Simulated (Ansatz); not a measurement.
# PC2: a trial structure relaxed

Aim: relax a trial structure of PC2 and see where it ends.

Program: Ansatz 0.2.0. Level of theory: DFT PBE, scalar-relativistic, plane waves, PAW. These are calculated values, not measurements.

### 1 The structure to begin with

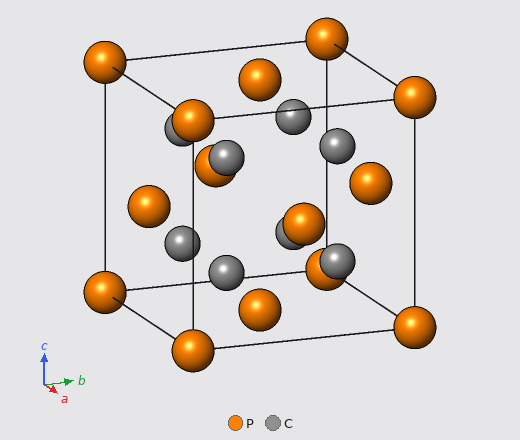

The starting structure, seen slightly off an axis (phosphorus orange, carbon grey). Atoms on the faces are drawn again on the opposite ones. The cell drawn here is the conventional one.

As a file:

```cif
data_structure
_symmetry_space_group_name_H-M 'P 1'
_symmetry_Int_Tables_number 1
_cell_length_a 3.8989
_cell_length_b 3.8989
_cell_length_c 3.8989
_cell_angle_alpha 60.000
_cell_angle_beta 60.000
_cell_angle_gamma 60.000
_cell_volume 41.91
loop_
_atom_site_label
_atom_site_type_symbol
_atom_site_fract_x
_atom_site_fract_y
_atom_site_fract_z
_atom_site_occupancy
P1 P 0.00000 0.00000 0.00000 1
C1 C 0.25000 0.25000 0.25000 1
C2 C 0.75000 0.75000 0.75000 1
```

A structure generator made this guess: species swapped into a database cell of Sn2Pt (Fm-3m, No. 225), with C on the Sn sites and P on the Pt sites. The dimensions are guesses.

### 2 A first look at the guess

input.yaml reads:

```yaml
crystal:
  lattice:
    - [0.0, 2.75691136, 2.75691136]
    - [2.75691136, 0.0, 2.75691136]
    - [2.75691136, 2.75691136, 0.0]
  atoms:
    - { symbol: P, position: [0.0, 0.0, 0.0] }
    - { symbol: C, position: [0.25, 0.25, 0.25] }
    - { symbol: C, position: [0.75, 0.75, 0.75] }
basis:
  ecutwfc: 420
kpoints:
  mp_grid: { grid: [6, 6, 6] }
hamiltonian:
  xc: pbe
scf:
  occupations: { method: gaussian, width: 0.1 }
  lower_state_search: "off"
output:
  forces: true
  stress: true
  eigenvalues: true
```

The run is started by

```sh
$ ansatz run input.yaml --threads 1 --pin off --max-ram 2560MiB --backend cpu --events-out ev --progress --plain --runs-dir out
```

The program printed, shortened:

```text
[...]
SCF converged after 6 iterations
Free energy (F): -1248.484939 eV
[...]
E sigma→0 (E₀):  -1248.478788 eV
Entropy (-TS):   -0.012301 eV (-4.100 meV/atom)
Fermi energy:    5.674868 eV
[...]
--- Forces (eV/Å), atoms counted from 1 ---
  atom   1  P     -0.00000000     0.00000000    -0.00000000
  atom   2  C      0.00000000    -0.00000000    -0.00000000
  atom   3  C     -0.00000000     0.00000000    -0.00000000
[...]
--- Stress (GPa, compression-positive) ---
      -27.345952       0.000000       0.000000
       -0.000000     -27.345952      -0.000000
        0.000000      -0.000000     -27.345952
  P = ⅓ Tr σ = -27.3460 GPa (-273.460 kbar)
--- Band table (eV; the first three rows and the last of 16) ---
  k-point 0: bands = ["-8.8182", "-0.8959", "2.5046", "3.6614", "3.6614", "3.6614", "4.1803", "4.1803", "4.1803", "8.9712", "8.9712"]
[...]
```

It took 0.76 s on 1 thread of Arm Neoverse V2, shared host; peak memory 0.26 GiB.

From the probe: pressure -27.3 GPa, largest force 0.00 eV/Å, gap on this mesh none (metal). A guess like this is first relaxed loosely on the coarse mesh.

### 3 Spin check on a coarse mesh

Edit input.yaml of step 2 so:

```diff
@@ -7,4 +7,4 @@
     - { symbol: P, position: [0.0, 0.0, 0.0] }
-    - { symbol: C, position: [0.25, 0.25, 0.25] }
-    - { symbol: C, position: [0.75, 0.75, 0.75] }
+    - { symbol: C, position: [0.25, 0.25, 0.25], spin: 1.0 }
+    - { symbol: C, position: [0.75, 0.75, 0.75], spin: 1.0 }
 basis:
@@ -22 +22,4 @@
   eigenvalues: true
+  populations: true
+magnetization:
+  spin_polarized: true
```

The run is started by

```sh
$ ansatz run input.yaml --threads 1 --pin off --max-ram 2560MiB --backend cpu --events-out ev --progress --plain --runs-dir out
```

The program printed, shortened:

```text
[...]
SCF converged after 16 iterations
Magnetization: -0.0000 μB (6.5000 up, 6.5000 down)
Absolute magnetization: 0.0000 μB (∫|ρ↑−ρ↓|, with the PAW one-centre terms)
Spin contamination: 0.0000 ħ² per cell (⟨S²⟩ above its minimum at these occupations)
Per-site moments (μB) at R_I (Å): [(-1.1192135709326857e-6, 0.9848665504185361), (-2.9860598924237044e-6, 0.9848665504185361), (-2.9860598923606407e-6, 0.9848665504185361)]
Free energy (F): -1248.484939 eV
[...]
E sigma→0 (E₀):  -1248.478788 eV
Entropy (-TS):   -0.012301 eV (-4.100 meV/atom)
Fermi energy:    5.674870 eV
[...]
--- Forces (eV/Å), atoms counted from 1 ---
  atom   1  P     -0.00000000     0.00000000    -0.00000000
  atom   2  C     -0.00000000    -0.00000000     0.00000000
  atom   3  C      0.00000000    -0.00000000     0.00000000
[...]
--- Stress (GPa, compression-positive) ---
      -27.345966      -0.000000       0.000000
        0.000000     -27.345966      -0.000000
        0.000000       0.000000     -27.345966
  P = ⅓ Tr σ = -27.3460 GPa (-273.460 kbar)
--- Band table (eV; the first three rows and the last of 32) ---
  k-point 0 ↑: bands = ["-8.8182", "-0.8959", "2.5046", "3.6614", "3.6614", "3.6614", "4.1803", "4.1803", "4.1803", "8.9712", "8.9712", "8.9712"]
[...]
--- Löwdin populations: 3 sites ---
  site symbol       q [e]    m [muB]
     0      P      4.2176    -0.0000
     1      C      4.3304    -0.0000
     2      C      4.3304    -0.0000
  spilling = 0.009360 (of n_electrons = 13.000000)
```

Wall time 2.5 s (1 thread of Arm Neoverse V2, shared host); peak memory 0.27 GiB.

Site by site:

```csv
atom,Löwdin electrons
P1,4.22
C2,4.33
C3,4.33
```

The same cell is solved with trial moments on C. The largest site moment that stays is 0.00 μB and the cell's total 0.00 μB. The workflow keeps spin only above 0.25 μB on a site, so the next run goes without spin.

### 4 Rough relaxation on the coarse mesh

input.yaml reads:

```yaml
crystal:
  lattice:
    - [0.0, 2.75691136, 2.75691136]
    - [2.75691136, 0.0, 2.75691136]
    - [2.75691136, 2.75691136, 0.0]
  atoms:
    - { symbol: P, position: [0.0, 0.0, 0.0] }
    - { symbol: C, position: [0.25, 0.25, 0.25] }
    - { symbol: C, position: [0.75, 0.75, 0.75] }
basis:
  ecutwfc: 420
kpoints:
  mp_grid: { grid: [6, 6, 6] }
hamiltonian:
  xc: pbe
scf:
  occupations: { method: gaussian, width: 0.1 }
  lower_state_search: "off"
output:
  forces: true
  stress: true
  eigenvalues: true
relax:
  adjacent_minimum: "off"
  f_tol: 0.04
  max_steps: 70
  cell: { stress_tol: 0.4 }
```

The run is started by

```sh
$ ansatz run input.yaml --threads 1 --pin off --max-ram 2560MiB --backend cpu --events-out ev --progress --plain --runs-dir out
```

The program printed:

```text
Warning: RAYON_NUM_THREADS=1 ignored (pool sized by the plan → 1); use --threads N
Engine: ansatz 0.2.0, aarch64-unknown-linux-gnu
Pseudopotentials: kind: paw
Pseudopotential: P, paw, valence charge 5, recommended cutoff 420 eV (normal), P.paw.azcp
Pseudopotential: C, paw, valence charge 4, recommended cutoff 420 eV (normal), C.paw.azcp
Functional definition: PBE
  parameter kappa = 0.804
  parameter beta = 0.06672455060314922
  exchange = pbe_x(kappa = kappa, mu = beta*pi^2/3)
  correlation = pbe_c(beta = beta)
Crystal: 3 atoms, lattice volume = 41.908 Å³
Basis set: ecut = 420 eV, 869 PW (Γ), exchange–correlation on 54×54×54 points (8 copies of the dense FFT grid, shifted against one another)
Bands: 11, of which v1, the nominal top of the filled ones, is band 7 counted from 1 (6 counted from 0)
Symmetry: 48 space group operations
Space group: Fm-3m (ITA 225), of the structure as read, at distance tolerance 3.5e-5 Å
k-points: 16 of 216
Non-local potential: P, projectors of the file, l = 0: 2, l = 1: 2, l = 2: 2
Non-local potential: C, projectors of the file, l = 0: 2, l = 1: 2, l = 2: 1
PAW form: soft (Blöchl's): semilocal exchange-correlation on the pseudo side does not see the compensation charge
PAW one-centre angular grid: P, 110 points (default); XC on 64 Gauss nodes
PAW one-centre angular grid: C, 110 points (default); XC on 64 Gauss nodes
Initial density: superposition of atomic densities (neutral atoms: chi_scale 0, normalization atom), corrected by the library's trained network
Initial wavefunctions: pseudopotential atomic-orbital guess
Functional: x = pbe(κ = 0.804, μ = 0.2195149727645171), c = pbe(β = 0.06672455060314922)
SCF iter   1: F=—  HF=-1248.486869 eV  |F-HF|=—  |Δ(HF+E_count)|=         —  Δρ=3.20e-3  dr2=5.83e-3  ethr=1.77e-3  ⟨swp⟩=6.2  Hψ=1195  notcnv=0
preconditioner: auto → none  [insulator: Δε(μ)=0.174 eV  Ē_g=8.607 eV  σ=0.100 eV  W_gap=0.62  n_scr=8 (ndim 8)  ℏωp=20.7 eV  f_vac=0.005  D(μ)=2.40/eV (n_scr^D=14)  ε∞_Penn≈6.8]
SCF iter   2: F=—  HF=-1248.484743 eV  |F-HF|=—  |Δ(HF+E_count)|=   2.13e-3  Δρ=1.25e-3  dr2=6.76e-4  ethr=4.49e-5  ⟨swp⟩=2.0  Hψ=348  notcnv=0
SCF iter   3: F=—  HF=-1248.484915 eV  |F-HF|=—  |Δ(HF+E_count)|=   1.73e-4  Δρ=2.30e-4  dr2=1.04e-5  ethr=5.20e-6  ⟨swp⟩=2.4  Hψ=270  notcnv=0
SCF iter   4: F=—  HF=-1248.484938 eV  |F-HF|=—  |Δ(HF+E_count)|=   2.31e-5  Δρ=8.42e-6  dr2=3.39e-8  ethr=8.03e-8  ⟨swp⟩=2.0  Hψ=281  notcnv=0
iter 5 did not close the SCF: its close was put off for the readings that it lacked (scf_convergence_deferred on its scf_iter line)
SCF iter   5: F=-1248.484939 eV  HF=-1248.484939 eV  |F-HF|=2.33e-9  |Δ(HF+E_count)|=   3.97e-8  Δρ=2.88e-6  dr2=2.81e-9  ethr=2.61e-10  ⟨swp⟩=2.4  Hψ=288  notcnv=0
SCF iter   6: F=-1248.484939 eV  HF=-1248.484939 eV  |F-HF|=5.91e-12  |Δ(HF+E_count)|=   3.12e-9  Δρ=2.57e-7  dr2=2.52e-11  ethr=2.16e-11  ⟨swp⟩=4.4  Hψ=892  notcnv=0
SCF 1 converged in 6 iterations: F = -1248.484939 eV  dr2 = 2.52e-11
relax step   1: F+E_penalty+E_count = -1248.48493854 eV  Δ(F+E_penalty+E_count) = +0.000e0 eV  max|allowed force component| = 4.318e-17 eV/Å  Δτ_max = 0.0000 Å  P = -27.346 GPa  Ω = 41.908 Å³  (6 SCF iters, dr2 threshold 1.00e-7 eV, accepted)
Crystal: 3 atoms, lattice volume = 36.073 Å³
Basis set: ecut = 420 eV, 725 PW (Γ), exchange–correlation on 54×54×54 points (8 copies of the dense FFT grid, shifted against one another)
Initial density: handed on by an earlier stage of this run
Initial wavefunctions: those handed on with the density
iter 1 solved again at ethr=6.79e-4 eV; its pass at ethr=3.10e-3 eV (dr2=8.83e-2 eV) is discarded
SCF iter   1: F=—  HF=-1249.509310 eV  |F-HF|=—  |Δ(HF+E_count)|=         —  Δρ=1.40e-2  dr2=8.83e-2  ethr=6.79e-4  ⟨swp⟩=1.0  Hψ=1518  notcnv=0
preconditioner: auto → none  [metal: Δε(μ)=0.109 eV  Ē_g=9.554 eV  σ=0.100 eV  W_gap=0.49  n_scr=8 (ndim 8)  ℏωp=22.3 eV  f_vac=0.000  D(μ)=2.04/eV (n_scr^D=14)]
SCF iter   2: F=—  HF=-1249.490106 eV  |F-HF|=—  |Δ(HF+E_count)|=   1.92e-2  Δρ=4.28e-3  dr2=7.40e-3  ethr=6.79e-4  ⟨swp⟩=2.6  Hψ=316  notcnv=0
SCF iter   3: F=—  HF=-1249.489234 eV  |F-HF|=—  |Δ(HF+E_count)|=   8.72e-4  Δρ=8.06e-4  dr2=2.03e-4  ethr=5.69e-5  ⟨swp⟩=2.7  Hψ=275  notcnv=0
SCF iter   4: F=—  HF=-1249.489287 eV  |F-HF|=—  |Δ(HF+E_count)|=   5.24e-5  Δρ=5.40e-5  dr2=7.61e-7  ethr=1.56e-6  ⟨swp⟩=2.2  Hψ=270  notcnv=0
iter 5 did not close the SCF: its close was put off for the readings that it lacked (scf_convergence_deferred on its scf_iter line)
SCF iter   5: F=-1249.489287 eV  HF=-1249.489287 eV  |F-HF|=8.82e-9  |Δ(HF+E_count)|=   2.73e-7  Δρ=5.06e-6  dr2=9.43e-9  ethr=5.85e-9  ⟨swp⟩=2.2  Hψ=290  notcnv=0
SCF iter   6: F=-1249.489287 eV  HF=-1249.489287 eV  |F-HF|=1.05e-10  |Δ(HF+E_count)|=   1.31e-8  Δρ=4.81e-7  dr2=6.20e-11  ethr=7.26e-11  ⟨swp⟩=3.6  Hψ=911  notcnv=0
SCF 2 converged in 6 iterations: F = -1249.489287 eV  dr2 = 6.20e-11
relax step   2: F+E_penalty+E_count = -1249.48928692 eV  Δ(F+E_penalty+E_count) = -1.004e0 eV  max|allowed force component| = 4.040e-16 eV/Å  Δτ_max = 0.0000 Å  P = -26.254 GPa  Ω = 36.073 Å³  energy of the carried Pulay correction = +8.886e-3 eV  (6 SCF iters, dr2 threshold 3.00e-7 eV, accepted)
Crystal: 3 atoms, lattice volume = 30.806 Å³
Basis set: ecut = 420 eV, 609 PW (Γ), exchange–correlation on 54×54×54 points (8 copies of the dense FFT grid, shifted against one another)
iter 1 solved again at ethr=9.72e-4 eV; its pass at ethr=3.10e-3 eV (dr2=1.26e-1 eV) is discarded
SCF iter   1: F=—  HF=-1250.281521 eV  |F-HF|=—  |Δ(HF+E_count)|=         —  Δρ=1.92e-2  dr2=1.26e-1  ethr=9.72e-4  ⟨swp⟩=1.0  Hψ=1506  notcnv=0
preconditioner: auto → none  [insulator: Δε(μ)=0.125 eV  Ē_g=10.732 eV  σ=0.100 eV  W_gap=0.56  n_scr=8 (ndim 8)  ℏωp=24.1 eV  f_vac=0.000  D(μ)=1.66/eV (n_scr^D=14)  ε∞_Penn≈6.1]
SCF iter   2: F=—  HF=-1250.252586 eV  |F-HF|=—  |Δ(HF+E_count)|=   2.89e-2  Δρ=6.17e-3  dr2=1.25e-2  ethr=9.72e-4  ⟨swp⟩=2.9  Hψ=325  notcnv=0
SCF iter   3: F=—  HF=-1250.250743 eV  |F-HF|=—  |Δ(HF+E_count)|=   1.84e-3  Δρ=9.77e-4  dr2=2.87e-4  ethr=9.63e-5  ⟨swp⟩=2.2  Hψ=282  notcnv=0
SCF iter   4: F=—  HF=-1250.250809 eV  |F-HF|=—  |Δ(HF+E_count)|=   6.57e-5  Δρ=8.33e-5  dr2=1.38e-6  ethr=2.20e-6  ⟨swp⟩=2.1  Hψ=279  notcnv=0
iter 5 did not close the SCF: its close was put off for the readings that it lacked (scf_convergence_deferred on its scf_iter line)
SCF iter   5: F=-1250.250811 eV  HF=-1250.250811 eV  |F-HF|=3.28e-8  |Δ(HF+E_count)|=   2.32e-6  Δρ=8.86e-6  dr2=1.39e-8  ethr=1.06e-8  ⟨swp⟩=2.2  Hψ=283  notcnv=0
SCF iter   6: F=-1250.250811 eV  HF=-1250.250811 eV  |F-HF|=1.38e-10  |Δ(HF+E_count)|=   4.09e-8  Δρ=5.84e-7  dr2=7.91e-11  ethr=1.07e-10  ⟨swp⟩=3.1  Hψ=845  notcnv=0
SCF 3 converged in 6 iterations: F = -1250.250811 eV  dr2 = 7.91e-11
relax step   3: F+E_penalty+E_count = -1250.25081140 eV  Δ(F+E_penalty+E_count) = -7.615e-1 eV  max|allowed force component| = 9.483e-17 eV/Å  Δτ_max = 0.0000 Å  P = -17.714 GPa  Ω = 30.806 Å³  energy of the carried Pulay correction = +1.814e-2 eV  (6 SCF iters, dr2 threshold 3.00e-7 eV, accepted)
[... 12 lines left out ...]
relax step   4: F+E_penalty+E_count = -1250.51496303 eV  Δ(F+E_penalty+E_count) = -2.642e-1 eV  max|allowed force component| = 3.701e-17 eV/Å  Δτ_max = 0.0000 Å  P = +4.299 GPa  Ω = 26.079 Å³  energy of the carried Pulay correction = +2.766e-2 eV  (6 SCF iters, dr2 threshold 3.00e-7 eV, accepted)
[... 11 lines left out ...]
relax step   5: F+E_penalty+E_count = -1250.52166584 eV  Δ(F+E_penalty+E_count) = -6.703e-3 eV  max|allowed force component| = 3.527e-17 eV/Å  Δτ_max = 0.0000 Å  P = -0.204 GPa  Ω = 26.730 Å³  energy of the carried Pulay correction = +2.627e-2 eV  (6 SCF iters, dr2 threshold 3.00e-7 eV, accepted)
[... 13 lines left out ...]
relax step   6: F+E_penalty+E_count = -1250.51688342 eV  Δ(F+E_penalty+E_count) = +4.782e-3 eV  max|allowed force component| = 6.168e-17 eV/Å  Δτ_max = 0.0000 Å  P = -0.495 GPa  Ω = 26.730 Å³  stress off target by 4.95e-1 GPa  SCF on the basis re-selected at this cell (its energy is not comparable with the rows above)  (6 SCF iters)
[... 14 lines left out ...]
relax step   7: F+E_penalty+E_count = -1250.51715490 eV  Δ(F+E_penalty+E_count) = -2.715e-4 eV  max|allowed force component| = 5.551e-17 eV/Å  Δτ_max = 0.0000 Å  P = +0.001 GPa  Ω = 26.654 Å³  energy of the carried Pulay correction = +1.544e-4 eV  (6 SCF iters, dr2 threshold 3.00e-7 eV, accepted)
iter 1 solved again at ethr=2.21e-8 eV; its pass at ethr=3.10e-3 eV (dr2=2.87e-6 eV) is discarded
SCF iter   1: F=—  HF=-1250.517006 eV  |F-HF|=—  |Δ(HF+E_count)|=         —  Δρ=1.21e-5  dr2=6.23e-9  ethr=2.21e-8  ⟨swp⟩=3.6  Hψ=1775  notcnv=0
preconditioner: auto → none  [insulator: Δε(μ)=0.129 eV  Ē_g=11.989 eV  σ=0.100 eV  W_gap=0.57  n_scr=8 (ndim 8)  ℏωp=25.9 eV  f_vac=0.000  D(μ)=1.76/eV (n_scr^D=14)  ε∞_Penn≈5.7]
SCF iter   2: F=—  HF=-1250.517004 eV  |F-HF|=—  |Δ(HF+E_count)|=   1.90e-6  Δρ=6.00e-6  dr2=1.15e-9  ethr=4.79e-11  ⟨swp⟩=2.4  Hψ=292  notcnv=0
iter 3 did not close the SCF: its close was put off for the readings that it lacked (scf_convergence_deferred on its scf_iter line)
SCF iter   3: F=-1250.517004 eV  HF=-1250.517004 eV  |F-HF|=1.01e-10  |Δ(HF+E_count)|=   4.46e-9  Δρ=8.71e-7  dr2=2.35e-11  ethr=8.84e-12  ⟨swp⟩=2.1  Hψ=282  notcnv=0
iter 4 did not close the SCF: its close was put off for the readings that it lacked (scf_convergence_deferred on its scf_iter line)
SCF iter   4: F=-1250.517004 eV  HF=-1250.517004 eV  |F-HF|=6.82e-13  |Δ(HF+E_count)|=  1.07e-10  Δρ=3.32e-8  dr2=7.17e-14  ethr=1.00e-12  ⟨swp⟩=1.2  Hψ=201  notcnv=0
iter 5 did not close the SCF: its close was put off for the readings that it lacked (scf_convergence_deferred on its scf_iter line)
SCF iter   5: F=-1250.517004 eV  HF=-1250.517004 eV  |F-HF|=4.55e-13  |Δ(HF+E_count)|=  2.27e-13  Δρ=4.48e-9  dr2=2.38e-15  ethr=1.00e-12  ⟨swp⟩=1.0  Hψ=176  notcnv=0
iter 6 did not close the SCF: its close was put off for the readings that it lacked (scf_convergence_deferred on its scf_iter line)
SCF iter   6: F=-1250.517004 eV  HF=-1250.517004 eV  |F-HF|=2.27e-13  |Δ(HF+E_count)|=  2.27e-13  Δρ=7.14e-10  dr2=5.27e-17  ethr=1.00e-12  ⟨swp⟩=1.0  Hψ=176  notcnv=0
SCF iter   7: F=-1250.517004 eV  HF=-1250.517004 eV  |F-HF|=2.27e-13  |Δ(HF+E_count)|=  6.82e-13  Δρ=2.04e-10  dr2=1.35e-17  ethr=1.00e-12  ⟨swp⟩=1.1  Hψ=417  notcnv=0
SCF 8 converged in 7 iterations: F = -1250.517004 eV  dr2 = 1.35e-17
relax step   8: F+E_penalty+E_count = -1250.51700434 eV  Δ(F+E_penalty+E_count) = +1.506e-4 eV  max|allowed force component| = 4.009e-17 eV/Å  Δτ_max = 0.0000 Å  P = -0.005 GPa  Ω = 26.654 Å³  stress off target by 5.48e-3 GPa  SCF on the basis re-selected at this cell (its energy is not comparable with the rows above)  (7 SCF iters)
basis re-selected at this cell: Δ(F+E_penalty+E_count) = +1.506e-4 eV, ΔP = -0.006 GPa vs the last step (what re-selecting the basis moved, of the pressure what is left beyond the Pulay correction that the steps carried, after the strain that the cell walked since its last selection, with what the two solves' SCF thresholds leave and, on support functions, any second-order correction that the steps lacked; it is no measure of the basis error at this ecutwfc). This SCF's stress stands 5.48e-3 GPa from its target on what of the cell is left free (relax.cell.stress_tol is 4.00e-1 GPa) and its largest allowed force component is 4.01e-17 eV/Å (relax.f_tol is 4.00e-2 eV/Å): within both
SCF converged after 7 iterations
Free energy (F): -1250.517004 eV
Harris-Foulkes:  -1250.517004 eV  (|F-HF|=2.27e-13)
Internal energy: -1250.508193 eV  (E = F + TS)
E sigma→0 (E₀):  -1250.512598 eV
Entropy (-TS):   -0.008812 eV (-2.937 meV/atom)
Fermi energy:    12.006846 eV
--- Per-component energies (eV) ---
  E_band       = 56.227173
  E_kinetic    = 243.689819
  E_local      = -145.978086  (includes V_loc(G=0)·N_el)
  E_nonlocal   = 87.191677
  E_hartree    = 34.655999
  E_xc         = -158.194667
  E_vxc        = -180.826229  (∫ρ·V_xc dr)
  E_paw        = -764.706593  (= ΣΔE_a)
  E_vpaw       = -17.162015  (= ΣTr[D̂ρ^β])
  E_aug_tail   = 0.000009  (compensation charges beyond the density's cutoff)
  E_ewald      = -547.166351
  E_smearing   = -0.008812  (= −TS)
  E_closure    = 0.000000  (closes the sum)
  Σ components = -1250.517004   (vs F -1250.517004, Δ=0.00e0)
--- Forces (eV/Å), atoms counted from 1 ---
  atom   1  P      0.00000000    -0.00000000     0.00000000
  atom   2  C      0.00000000    -0.00000000     0.00000000
  atom   3  C     -0.00000000    -0.00000000    -0.00000000
  max |Σ_I F_I| component: 2.08e-17 eV/Å
--- Stress (GPa, compression-positive) ---
       -0.005477      -0.000000      -0.000000
       -0.000000      -0.005477       0.000000
       -0.000000      -0.000000      -0.005477
  P = ⅓ Tr σ = -0.0055 GPa (-0.055 kbar)
--- Band table (eV; the first three rows and the last of 16) ---
  k-point 0: bands = ["-7.1018", "6.8502", "7.9565", "7.9565", "7.9565", "9.8646", "9.8646", "9.8646", "13.7832", "16.1430", "16.1430"]
  k-point 1: bands = ["-6.6355", "4.0845", "7.4966", "7.4966", "7.8596", "10.0613", "10.0613", "10.6756", "15.3313", "16.1713", "16.1713"]
  k-point 2: bands = ["-5.2732", "0.4702", "6.9988", "6.9988", "7.2484", "9.6735", "9.6735", "11.2529", "16.6072", "17.7804", "17.7804"]
  k-point 15: bands = ["-1.3423", "-1.1004", "0.3971", "3.1700", "7.2768", "11.6708", "12.8816", "14.6786", "15.9243", "18.0751", "21.4984"]
--- Relaxed structure (6 steps of the walk, 6 accepted, 2 SCFs on fresh bases) ---
  F+E_penalty+E_count = -1250.51700434 eV   max|allowed force component| = 4.009e-17 eV/Å   (the final SCF, on the basis selected at the relaxed cell)
  cell:  # Å, volume = 26.6544 Å³
    - [-6.655830568445034e-34, 2.3708997168018766, 2.3708997168018766]
    - [2.3708997168018766, 9.904130239415972e-34, 2.3708997168018766]
    - [2.3708997168018766, 2.3708997168018766, -3.3119918213821335e-34]
  atoms:
    - { symbol: P, position: [1.3634183107074542e-33, -9.811384596744837e-34, -7.798108731533127e-34] }
    - { symbol: C, position: [0.25, 0.25, 0.25] }
    - { symbol: C, position: [0.7500000000000001, 0.7500000000000001, 0.7500000000000001] }
```

It took 5.4 s on 1 thread of Arm Neoverse V2, shared host; peak memory 0.27 GiB.

Step by step:

```csv
step,E - E(step 1) (eV/cell),largest force component (eV/Å),pressure (GPa),volume (Å³)
1,0.0000,0.0000,-27.35,41.91
2,-1.0043,0.0000,-26.25,36.07
3,-1.7659,0.0000,-17.71,30.81
4,-2.0300,0.0000,4.30,26.08
5,-2.0367,0.0000,-0.20,26.73
6,-2.0319,0.0000,-0.49,26.73
7,-2.0322,0.0000,0.00,26.65
8,-2.0321,0.0000,-0.01,26.65
```

Step 1 is the start. Steps 6, 8 each repeat the geometry before them on a plane-wave basis chosen anew, so the energy can jump there without any move.

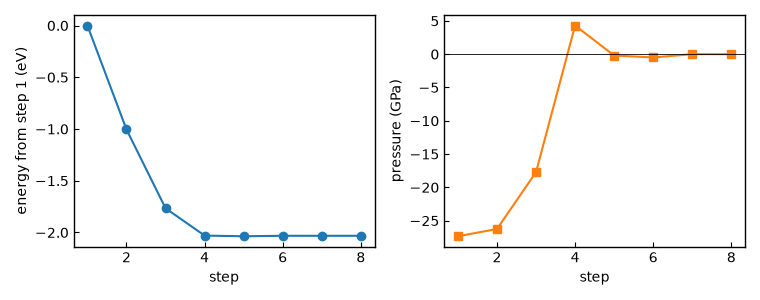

Energy and pressure along the relaxation.

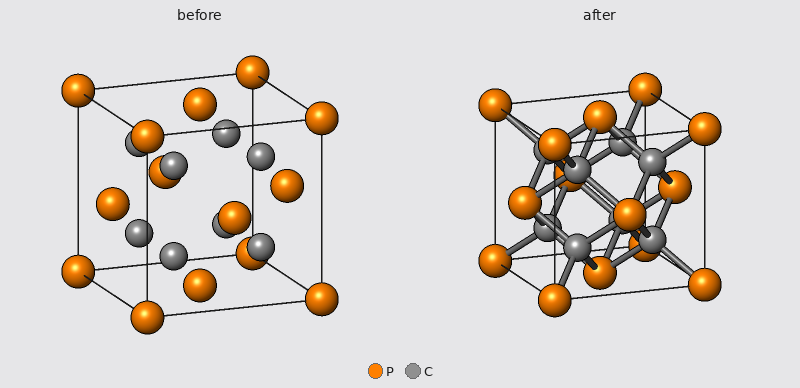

The structure before (left) and after (right) the relaxation, drawn at the same scale.

Lengths and angles in the start's conventional setting:

|  | before | after | change |
| --- | --- | --- | --- |
| a (Å) | 5.514 | 4.742 | -14.0 % |
| b (Å) | 5.514 | 4.742 | -14.0 % |
| c (Å) | 5.514 | 4.742 | -14.0 % |
| volume (Å³/atom) | 13.97 | 8.88 | -36.4 % |
| shortest distance (Å) | 2.388 | 2.053 | -14.0 % |
| space group (0.01 Å) | Fm-3m | Fm-3m | same |

Forces and stress were held to the start's 48 operations: a distortion of lower symmetry was not tested.

[end of part 1 of 2]
